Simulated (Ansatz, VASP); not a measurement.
**Cross-check of ZnCu2SnS4 between VASP and Ansatz**

One calculation is typed for both programs; each brings its own data sets and cutoff. How far apart do they land? The cell comes out of the VASP series on this material, whose earlier steps may have relaxed, scaled or displaced it; both programs get it as it stands.

Calculated with Ansatz 0.2.0; plane waves, with VASP 6.6.1 beside it; band structure at LDA and single point at LDA.

## Step 1: The structure

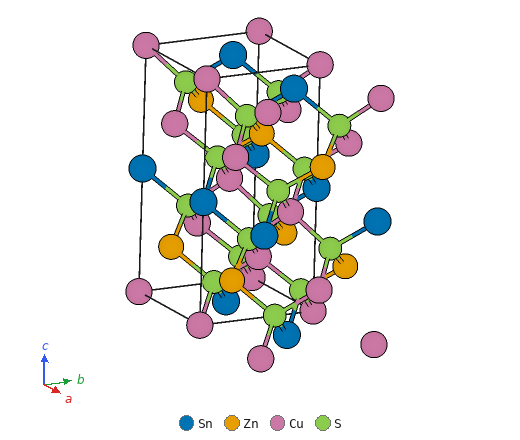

The cell as given, slightly off an axis (tin blue, zinc orange, copper pink, sulfur green). 2×1×1 cells are drawn. This picture shows the conventional cell, with its axes. Bonds to atoms that aren't drawn are left out. Some periodic images of atoms are drawn too.

## Step 2: Ansatz: band structure, LDA

Ansatz runs on its default PAW (the set named soft_2) files.

Levels along a path test the potential and the projectors away from the mesh points.

The input, input.yaml:

```yaml
crystal:
  lattice:
    - [-2.6607423928, 2.6607423911, 5.3138514369]
    - [2.6607423928, -2.6607423911, 5.3138514369]
    - [2.6607423911, 2.6607423928, -5.3138514369]
  atoms:
    - { symbol: Sn, position: [0.5, 0.5, 0.0] }
    - { symbol: Zn, position: [0.25, 0.75, 0.5] }
    - { symbol: Cu, position: [0.75, 0.25, 0.5] }
    - { symbol: Cu, position: [0.0, 0.0, 0.0] }
    - { symbol: S, position: [0.6387953666, 0.6299819112, 0.5292261405] }
    - { symbol: S, position: [0.8904307739, 0.3612046334, 0.9911865446] }
    - { symbol: S, position: [0.1007557707, 0.1095692261, 0.4707738595] }
    - { symbol: S, position: [0.3700180888, 0.8992442293, 0.0088134554] }
hamiltonian:
  xc: lda
  pseudopotentials: { kind: paw }
kpoints:
  mp_grid: { grid: [7, 7, 7] }
  band_path:
    path:
      - [0.0, 0.0, 0.0]
      - [0.0, 0.0, 0.18182]
      - [0.0, 0.0, 0.40909]
      - [-0.0114, 0.0114, 0.5]
      - [-0.06838, 0.06838, 0.5]
      - [-0.11396, 0.11396, 0.5]
      - [-0.17645, 0.17645, 0.44891]
      - [-0.24456, 0.24456, 0.3808]
      - [-0.31268, 0.31268, 0.31268]
      - [-0.19898, 0.19898, 0.19898]
      - [-0.05685, 0.05685, 0.05685]
      - [0.04545, 0.04545, -0.04545]
      - [0.27273, 0.27273, -0.27273]
      - [0.45455, 0.45455, -0.45455]
      - [0.44891, 0.55109, -0.44891]
      - [0.3808, 0.6192, -0.3808]
      - [0.31268, 0.68732, -0.31268]
      - [0.19898, 0.6192, -0.19898]
      - [0.05685, 0.53406, -0.05685]
      - [0.02273, 0.47727, 0.02273]
      - [0.13636, 0.36364, 0.13636]
      - [0.22727, 0.27273, 0.22727]
      - [0.31818, 0.31818, 0.14763]
      - [0.40909, 0.40909, 0.01113]
      - [0.5, 0.5, -0.12536]
      - [0.5, 0.5, -0.26159]
      - [0.5, 0.5, -0.43188]
      - [0.02273, 0.02273, 0.47727]
      - [0.13636, 0.13636, 0.36364]
      - [0.25, 0.25, 0.25]
    npoints: 1
scf:
  occupations: { method: fermi_dirac, width: 0.05 }
  n_extra_bands: 10
output:
  forces: true
  stress: true
  eigenvalues: true
```

Run with:

```console
ansatz run input.yaml --threads 4 --pin off --max-ram 9216MiB --backend cpu --events-out ev --progress --plain --runs-dir out
```

Numbers of over 12 decimals in the logs are rounded to 6 here.

The program printed:

```text
scf.n_extra_bands = 10 over 44 filled bands (N_el = 88.0): the run solves 54 bands
Engine: ansatz 0.2.0, aarch64-unknown-linux-gnu
Pseudopotentials: kind: paw
Pseudopotential: Sn, paw, valence charge 14, recommended cutoff 420 eV (normal), Sn.paw.azcp
Pseudopotential: Zn, paw, valence charge 12, recommended cutoff 420 eV (normal), Zn.paw.azcp
Pseudopotential: Cu, paw, valence charge 19, recommended cutoff 420 eV (normal), Cu.paw.azcp
Pseudopotential: S, paw, valence charge 6, recommended cutoff 420 eV (normal), S.paw.azcp
Functional definition: SPW92
  exchange = slater_x
  correlation = pw_c
Crystal: 8 atoms, lattice volume = 150.479 Å³
Basis set: ecut = 420 eV, 2913 PW (Γ)
Bands: 54, of which v1, the nominal top of the filled ones, is band 44 counted from 1 (43 counted from 0)
Symmetry: 4 space group operations
Space group: I-4 (ITA 82), of the structure as read, at distance tolerance 5.3e-5 Å
k-points: 52 of 343 (time reversal used)
Non-local potential: Sn, projectors of the file, l = 0: 2, l = 1: 2, l = 2: 2, l = 3: 2
Non-local potential: Zn, projectors of the file, l = 0: 2, l = 1: 2, l = 2: 3, l = 3: 1
Non-local potential: Cu, projectors of the file, l = 0: 3, l = 1: 2, l = 2: 3, l = 3: 1
Non-local potential: S, projectors of the file, l = 0: 2, l = 1: 2, l = 2: 2
PAW form: soft (Blöchl's): semilocal exchange-correlation on the pseudo side does not see the compensation charge
PAW frozen core: Sn, regenerated for the run's functional, and the local potential with it (the file was generated under x = pbe(κ = 0.804, μ = 0.219515), c = pbe(β = 0.066725))
PAW frozen core: Zn, regenerated for the run's functional, and the local potential with it (the file was generated under x = pbe(κ = 0.804, μ = 0.219515), c = pbe(β = 0.066725))
PAW frozen core: Cu, regenerated for the run's functional, and the local potential with it (the file was generated under x = pbe(κ = 0.804, μ = 0.219515), c = pbe(β = 0.066725))
PAW frozen core: S, regenerated for the run's functional, and the local potential with it (the file was generated under x = pbe(κ = 0.804, μ = 0.219515), c = pbe(β = 0.066725))
PAW one-centre angular grid: Sn, 590 points (default); XC on 64 Gauss nodes
PAW one-centre angular grid: Zn, 590 points (default); XC on 64 Gauss nodes
PAW one-centre angular grid: Cu, 590 points (default); XC on 64 Gauss nodes
PAW one-centre angular grid: S, 110 points (default); XC on 64 Gauss nodes
Initial density: superposition of atomic densities (neutral atoms: chi_scale 0, normalization atom), corrected by the library's trained network
Initial wavefunctions: pseudopotential atomic-orbital guess
Functional: x = slater, c = lda
SCF iter   1: F=—  HF=-25719.283359 eV  |F-HF|=—  |Δ(HF+E_count)|=         —  Δρ=1.12e-2  dr2=1.12e-1  ethr=1.77e-3  ⟨swp⟩=6.9  Hψ=12043  notcnv=0  defer=33
preconditioner: auto → Resta (q_TF=auto, 2.495 Å⁻¹)  ε∞=5.8  [insulator: Δε(μ)=0.503 eV  Ē_g=11.711 eV  σ=0.050 eV  W_gap=0.56  n_scr=36 (ndim 8)  ℏωp=25.7 eV  f_vac=0.024  D(μ)=0.09/eV (n_scr^D=0)  ε∞_Penn≈5.8]
SCF iter   2: F=—  HF=-25719.276083 eV  |F-HF|=—  |Δ(HF+E_count)|=   7.28e-3  Δρ=9.11e-3  dr2=9.53e-2  ethr=1.28e-4  ⟨swp⟩=2.0  Hψ=5856  notcnv=0  defer=228
SCF iter   3: F=—  HF=-25719.256524 eV  |F-HF|=—  |Δ(HF+E_count)|=   1.96e-2  Δρ=3.88e-3  dr2=1.43e-2  ethr=1.08e-4  ⟨swp⟩=2.0  Hψ=3752  notcnv=0  defer=228
SCF iter   4: F=—  HF=-25719.252700 eV  |F-HF|=—  |Δ(HF+E_count)|=   3.82e-3  Δρ=1.03e-3  dr2=9.35e-4  ethr=1.62e-5  ⟨swp⟩=2.0  Hψ=5151  notcnv=0  defer=228
SCF iter   5: F=—  HF=-25719.252442 eV  |F-HF|=—  |Δ(HF+E_count)|=   2.57e-4  Δρ=3.28e-4  dr2=1.17e-4  ethr=1.06e-6  ⟨swp⟩=2.0  Hψ=3459  notcnv=0  defer=228
SCF iter   6: F=—  HF=-25719.252427 eV  |F-HF|=—  |Δ(HF+E_count)|=   1.57e-5  Δρ=1.80e-4  dr2=3.75e-5  ethr=1.33e-7  ⟨swp⟩=2.0  Hψ=3980  notcnv=0  defer=228
SCF iter   7: F=—  HF=-25719.252476 eV  |F-HF|=—  |Δ(HF+E_count)|=   4.94e-5  Δρ=1.05e-4  dr2=1.30e-5  ethr=4.26e-8  ⟨swp⟩=2.0  Hψ=3461  notcnv=0  defer=228
SCF iter   8: F=—  HF=-25719.252475 eV  |F-HF|=—  |Δ(HF+E_count)|=   1.04e-6  Δρ=4.63e-5  dr2=2.62e-6  ethr=1.48e-8  ⟨swp⟩=2.1  Hψ=3157  notcnv=0  defer=228
SCF iter   9: F=—  HF=-25719.252475 eV  |F-HF|=—  |Δ(HF+E_count)|=   1.47e-7  Δρ=1.28e-5  dr2=2.69e-7  ethr=2.98e-9  ⟨swp⟩=2.5  Hψ=3441  notcnv=0  defer=228
SCF iter  10: F=-25719.252475 eV  HF=-25719.252475 eV  |F-HF|=1.05e-8  |Δ(HF+E_count)|=   1.48e-8  Δρ=2.72e-6  dr2=1.36e-8  ethr=1.14e-10  ⟨swp⟩=9.7  Hψ=11883  notcnv=0
SCF 1 converged in 10 iterations: F = -25719.252475 eV  dr2 = 1.36e-8
  greatest PAW one-centre occupation: 1.000 electrons in one spin orbital (limit 2), on the Cu atom at site 2 (counted from 0), in its partial waves of l = 0
NSCF: frozen V_eff on 30 k-points
SCF converged after 10 iterations
Free energy (F): -25719.252475 eV
Harris-Foulkes:  -25719.252475 eV  (|F-HF|=1.05e-8)
Internal energy: -25719.251772 eV  (E = F + TS)
E sigma→0 (E₀):  -25719.252123 eV
Entropy (-TS):   -0.000703 eV (-0.088 meV/atom)
Fermi energy:    8.798099 eV
--- Per-component energies (eV) ---
  E_band       = -1065.620235
  E_kinetic    = 1355.332816
  E_local      = -14731.512756  (includes V_loc(G=0)·N_el)
  E_nonlocal   = 1506.400376
  E_hartree    = 6618.940482
  E_xc         = -1078.206089
  E_vxc        = -735.116503  (∫ρ·V_xc dr)
  E_paw        = -11224.150899  (= ΣΔE_a)
  E_vpaw       = -1698.616760  (= ΣTr[D̂ρ^β])
  E_aug_tail   = 0.000023  (compensation charges beyond the density's cutoff)
  E_ewald      = -8169.549875
  E_core_change = 3.494150  (= ΣΔE_core)
  E_smearing   = -0.000703  (= −TS)
  E_closure    = -0.000000  (closes the sum)
  Σ components = -25719.252475   (vs F -25719.252475, Δ=0.00e0)
--- Forces (eV/Å), atoms counted from 1 ---
  atom   1  Sn    -0.00000000     0.00000000     0.00000000
  atom   2  Zn     0.00000000    -0.00000000     0.00000000
  atom   3  Cu    -0.00000000     0.00000000     0.00000000
  atom   4  Cu    -0.00000000    -0.00000000     0.00000000
  atom   5  S      0.01756466     0.03855199    -0.01648429
  atom   6  S     -0.03855199     0.01756466     0.01648429
  atom   7  S     -0.01756466    -0.03855199    -0.01648429
  atom   8  S      0.03855199    -0.01756466     0.01648429
  max |Σ_I F_I| component: 6.25e-17 eV/Å
--- Stress (GPa, compression-positive) ---
       -0.001585       0.000000      -0.000000
       -0.000000      -0.001585      -0.000000
       -0.000000      -0.000000       0.067997
  P = ⅓ Tr σ = 0.0216 GPa (0.216 kbar)
--- Band table (eV; the first three rows and the last of 52) ---
  k-point 0: bands = [... 40 lower, 6.8830, 8.6292, 8.6292, 8.6803, 8.8302, 10.4063, 11.3371, 12.2747, ... 6 higher]
  k-point 1: bands = [... 40 lower, 7.0586, 7.7556, 8.3760, 8.5732, 9.5762, 10.8899, 11.7534, 12.1673, ... 6 higher]
  k-point 2: bands = [... 40 lower, 7.2028, 7.3950, 7.8681, 8.4067, 9.8540, 11.4882, 11.8410, 12.1568, ... 6 higher]
  k-point 51: bands = [... 40 lower, 7.1882, 7.4976, 7.5607, 7.6975, 9.9211, 10.5268, 10.7347, 11.1423, ... 6 higher]
```

Elapsed: 15 s, on 4 threads of Arm Neoverse V2, shared host; peak memory 0.68 GiB; 57 s of CPU time.

## Step 3: VASP: band structure, LDA

The same cell, functional (in two slightly different forms), mesh and smearing now go to VASP, with its own data sets and cutoff.

Lines of VASP's logs that name or quote its potential files are left out, and so is its time.

The input, INCAR:

```
SYSTEM = ZnCu2SnS4
PREC = Accurate
ENCUT = 400
EDIFF = 1E-06
NELM = 100
ISMEAR = -1
SIGMA = 0.05
LREAL = .FALSE.
ALGO = Normal
GGA = CA
NBANDS = 56
LORBIT = 11
LWAVE = .FALSE.
LCHARG = .FALSE.
KPAR = 4
```

The input, POSCAR:

```
ZnCu2SnS4
1.0
   -2.6607423928      2.6607423911      5.3138514369
    2.6607423928     -2.6607423911      5.3138514369
    2.6607423911      2.6607423928     -5.3138514369
Sn Zn Cu S
1 1 2 4
Direct
    0.5000000000      0.5000000000      0.0000000000
    0.2500000000      0.7500000000      0.5000000000
    0.7500000000      0.2500000000      0.5000000000
    0.0000000000      0.0000000000      0.0000000000
    0.6387953666      0.6299819112      0.5292261405
    0.8904307739      0.3612046334      0.9911865446
    0.1007557707      0.1095692261      0.4707738595
    0.3700180888      0.8992442293      0.0088134554
```

The input, KPOINTS:

```
Automatic mesh
0
Gamma
7 7 7
0 0 0
```

The input, KPOINTS_OPT:

```
Line mode
12
Line-mode
Reciprocal
  0.00000000   0.00000000   0.00000000 GAMMA
  0.00000000   0.00000000   0.50000000 X

  0.00000000   0.00000000   0.50000000 X
 -0.12535938   0.12535938   0.50000000 Y

 -0.12535938   0.12535938   0.50000000 Y
 -0.31267969   0.31267969   0.31267969 S

 -0.31267969   0.31267969   0.31267969 S
  0.00000000   0.00000000   0.00000000 GAMMA

  0.00000000   0.00000000   0.00000000 GAMMA
  0.50000000   0.50000000  -0.50000000 Z

  0.50000000   0.50000000  -0.50000000 Z
  0.31267969   0.68732031  -0.31267969 S1

  0.31267969   0.68732031  -0.31267969 S1
  0.00000000   0.50000000   0.00000000 N

  0.00000000   0.50000000   0.00000000 N
  0.25000000   0.25000000   0.25000000 P

  0.25000000   0.25000000   0.25000000 P
  0.50000000   0.50000000  -0.12535938 Y1

  0.50000000   0.50000000  -0.12535938 Y1
  0.50000000   0.50000000  -0.50000000 Z

  0.00000000   0.00000000   0.50000000 X
  0.25000000   0.25000000   0.25000000 P
```

Potentials, in the order of the species: Sn_d, Zn, Cu and S (LDA family, release 64).

Run with:

```console
mpirun -np 4 vasp_std
```

The program printed:

```text
[banner, memory and clock lines left out]
running    4 mpi-ranks, on    1 nodes
 distrk:  each k-point on    1 cores,    4 groups
 distr:  one band on    1 cores,    1 groups

 POSCAR found type information on POSCAR SnZnCuS
 POSCAR found :  4 types and       8 ions
 LDA part: xc-table for (Slater(with rela. corr.)+CA(PZ))
 , standard interpolation
 POSCAR, INCAR and KPOINTS ok, starting setup
 FFT: planning ... GRIDC
 FFT: planning ... GRID_SOFT
 FFT: planning ... GRID
 WAVECAR not read
 entering main loop
       N       E                     dE             d eps       ncg     rms          rms(c)
DAV:   1     0.674982910099E+03    0.67498E+03   -0.25856E+04  6128   0.141E+03
DAV:   2     0.828974903925E+02   -0.59209E+03   -0.55082E+03  5856   0.414E+02
DAV:   3    -0.331770648126E+02   -0.11607E+03   -0.11139E+03  6816   0.166E+02
DAV:   4    -0.408794096787E+02   -0.77023E+01   -0.76238E+01  7400   0.459E+01
DAV:   5    -0.412580452123E+02   -0.37864E+00   -0.37839E+00  8616   0.108E+01    0.189E+01
DAV:   6    -0.409331073045E+02    0.32494E+00   -0.27857E+01  8368   0.898E+01    0.131E+01
DAV:   7    -0.384474327393E+02    0.24857E+01   -0.96172E+00  8000   0.753E+01    0.826E+00
DAV:   8    -0.385622020417E+02   -0.11477E+00   -0.20865E+00  9488   0.162E+01    0.348E+00
DAV:   9    -0.384607346782E+02    0.10147E+00   -0.68132E-01  8264   0.146E+01    0.699E-01
DAV:  10    -0.384568916304E+02    0.38430E-02   -0.50728E-02  9424   0.330E+00    0.278E-01
DAV:  11    -0.384572550501E+02   -0.36342E-03   -0.87367E-03  9152   0.115E+00    0.199E-01
DAV:  12    -0.384572512244E+02    0.38257E-05   -0.13292E-03  9272   0.849E-01    0.911E-02
DAV:  13    -0.384572109014E+02    0.40323E-04   -0.31557E-04  9024   0.376E-01    0.567E-02
DAV:  14    -0.384571929536E+02    0.17948E-04   -0.10572E-04  8640   0.189E-01    0.242E-02
DAV:  15    -0.384571940414E+02   -0.10878E-05   -0.21208E-05  8480   0.434E-02    0.111E-02
DAV:  16    -0.384571938311E+02    0.21029E-06   -0.20114E-06  4864   0.263E-02
   1 F= -.38457194E+02 E0= -.38456920E+02  d E =-.548066E-03
 Start KPOINTS_OPT (optional k-point list driver)
k-point batch [1-52\132]
       N       E                     dE             ncg
DAV:   1     0.280813318378E+05   -0.29938E+05     6208
DAV:   2    -0.223803215772E+04   -0.30319E+05     5840
DAV:   3    -0.825407134683E+04   -0.60160E+04     6840
DAV:   4    -0.864673389895E+04   -0.39266E+03     7240
DAV:   5    -0.866409432403E+04   -0.17360E+02     8376
DAV:   6    -0.866464688404E+04   -0.55256E+00     8344
DAV:   7    -0.866465930811E+04   -0.12424E-01     8736
DAV:   8    -0.866465960189E+04   -0.29377E-03     8368
DAV:   9    -0.866465960830E+04   -0.64154E-05     5768
DAV:  10    -0.866465960928E+04   -0.97522E-06     4680
[...]
k-point batch [105-132\132]
       N       E                     dE             ncg
DAV:   1     0.520029620669E+05   -0.28365E+05     3336
DAV:   2     0.356755929536E+05   -0.16327E+05     3144
DAV:   3     0.324803376482E+05   -0.31953E+04     3664
DAV:   4     0.322709670917E+05   -0.20937E+03     3896
DAV:   5     0.322615917767E+05   -0.93753E+01     4496
DAV:   6     0.322612690730E+05   -0.32270E+00     4472
DAV:   7     0.322612619720E+05   -0.71009E-02     4736
DAV:   8     0.322612618089E+05   -0.16315E-03     4488
DAV:   9     0.322612618051E+05   -0.38004E-05     3168
DAV:  10     0.322612618045E+05   -0.53920E-06     2504
```

OUTCAR, selected parts (step 3):

```text
ion  position               nearest neighbor table
   1  0.500  0.500  0.000-   5 2.43   6 2.43   8 2.43   7 2.43
   2  0.250  0.750  0.500-   8 2.30   5 2.30   7 2.30   6 2.30
   3  0.750  0.250  0.500-   5 2.25   6 2.25   7 2.25   8 2.25
   4  0.000  0.000  0.000-   5 2.25   7 2.25   6 2.25   8 2.25
   5  0.639  0.630  0.529-   3 2.25   4 2.25   2 2.30   1 2.43
   6  0.890  0.361  0.991-   3 2.25   4 2.25   2 2.30   1 2.43
   7  0.101  0.110  0.471-   3 2.25   4 2.25   2 2.30   1 2.43
   8  0.370  0.899  0.009-   3 2.25   4 2.25   2 2.30   1 2.43

  LATTYP: Found a body centered tetragonal cell.
 ALAT       =     5.3214847839
 C/A-ratio  =     1.9971311214

 Subroutine GETGRP returns: Found  4 space group operations
 (whereof  4 operations were pure point group operations)

The static configuration has the point symmetry S_4 .

 Found     52 irreducible k-points:

   k-points           NKPTS =     52   k-points in BZ     NKDIM =     52   number of bands    NBANDS=     56

   dimension x,y,z NGX =    42 NGY =   42 NGZ =   42
   dimension x,y,z NGXF=    84 NGYF=   84 NGZF=   84

   ENCUT  =  400.0 eV  29.40 Ry    5.42 a.u.  10.62 10.62 10.62*2*pi/ulx,y,z

   NELECT =      72.0000    total number of electrons

 k-points in reciprocal lattice and weights: Automatic mesh
   0.00000000  0.00000000  0.00000000       0.003
   0.14285714 -0.00000000  0.00000000       0.023
   0.28571429  0.00000000  0.00000000       0.023
   0.42857143 -0.00000000  0.00000000       0.023
   0.14285714  0.14285714  0.00000000       0.023
   0.28571429  0.14285714  0.00000000       0.023
  -0.28571429 -0.14285714  0.42857143       0.023
   0.42857143  0.14285714  0.00000000       0.023
  -0.42857143 -0.14285714 -0.42857143       0.023
[...]
-0.42857143  0.42857143  0.42857143       0.012
  -0.42857143 -0.42857143  0.42857143       0.006

 average (electrostatic) potential at core
       1-102.1328       2 -35.1862       3 -66.1219       4 -66.1391       5 -87.1593
       6 -87.1593       7 -87.1593       8 -87.1593

 E-fermi :   5.5085

 k-point     1 :       0.0000    0.0000    0.0000
  band No.  band energies     occupation
    ...
     32       3.3678      2.00000
     33       3.5736      2.00000
     34       5.3211      1.95390
     35       5.3211      1.95390
     36       5.3719      1.87780
     37       5.5656      0.48377
     38       7.1151      0.00000
     39       8.0606      0.00000
     40       8.9922      0.00000
     41       8.9922      0.00000
    ...

 k-point     2 :       0.1429   -0.0000    0.0000
  band No.  band energies     occupation
    ...
     32       3.5028      2.00000
     33       3.6585      2.00000
     34       4.6899      2.00000
     35       5.1169      1.99921
     36       5.2703      1.98309
     37       6.1973      0.00000
     38       7.4355      0.00000
     39       8.2928      0.00000
     40       8.7944      0.00000
     41       8.8823      0.00000
    ...

 k-point     3 :       0.2857    0.0000    0.0000
  band No.  band energies     occupation
    ...
     32       3.6122      2.00000
     33       3.7779      2.00000
     34       4.2458      2.00000
     35       4.6338      2.00000
     36       5.0427      1.99982
     37       6.7120      0.00000
     38       8.2147      0.00000
     39       8.3109      0.00000
     40       8.5704      0.00000
     41       9.1108      0.00000
    ...

  Total       -0.0052415     -0.0052415      0.0648771      0.0000000     -0.0000000     -0.0000000
  in kB       -0.0558077     -0.0558077      0.6907595      0.0000005     -0.0000000     -0.0000000
  external PRESSURE =       0.1930481 kB  Pullay stress =       0.0000000 kB

  energy-cutoff  :      400.00
  volume of cell :      150.48
      direct lattice vectors                 reciprocal lattice vectors
    -2.660742393  2.660742391  5.313851437    -0.000000000  0.187917478  0.094093711
     2.660742393 -2.660742391  5.313851437     0.187917478  0.000000000  0.094093711
     2.660742391  2.660742393 -5.313851437     0.187917478  0.187917478  0.000000000

 POSITION                                       TOTAL-FORCE (eV/Angst)
 -----------------------------------------------------------------------------------
      0.00000      0.00000      5.31385        -0.000000      0.000000      0.000000
      2.66074      0.00000      2.65693        -0.000000      0.000000      0.000000
     -0.00000      2.66074      2.65693        -0.000000      0.000000      0.000000
      0.00000      0.00000      0.00000        -0.000000      0.000000      0.000000
      1.38468      1.43158      3.92986        -0.001138      0.008990      0.002198
      1.22916      4.04543      1.38399        -0.008990     -0.001138     -0.002198
      1.27606      1.22916     -1.38399         0.001138     -0.008990      0.002198
      1.43158     -1.38468      6.69784         0.008990      0.001138     -0.002198
 -----------------------------------------------------------------------------------
    total drift:                                0.000001      0.000001      0.000002

  FREE ENERGIE OF THE ION-ELECTRON SYSTEM (eV)
  ---------------------------------------------------
  free  energy   TOTEN  =       -38.4571938311 eV

  energy  without entropy=      -38.4566457646  energy(sigma->0) =      -38.45691980

 total charge
# of ion       s       p       d       tot
------------------------------------------
    1        1.124   1.134  10.105  12.363
    2        0.559   0.532   9.801  10.891
    3        0.408   0.443   9.260  10.110
    4        0.407   0.440   9.259  10.106
    5        1.327   2.385   0.000   3.712
    6        1.327   2.385   0.000   3.712
    7        1.327   2.385   0.000   3.712
    8        1.327   2.385   0.000   3.712
--------------------------------------------------
tot          7.805  12.088  38.424  58.317

[... 3 further parts left out ...]
```

The run ends at a pressure of 0.02 GPa, with forces up to 0.0093 eV/Å.

(Continued in part 2 of 2.)

[Lines on the potential files, build, host, timing and source positions are cut from VASP's logs without a mark.]

[Logs are printed without paths, hosts, clocks, repeated set-up lines and the standing remarks that a program may print on its own settings, such as how far it seeks lower states.]

[Hosts, paths, dates, database ids (printed as entryN), source tags and the programs' standing remarks are cut or masked in the printed files.]
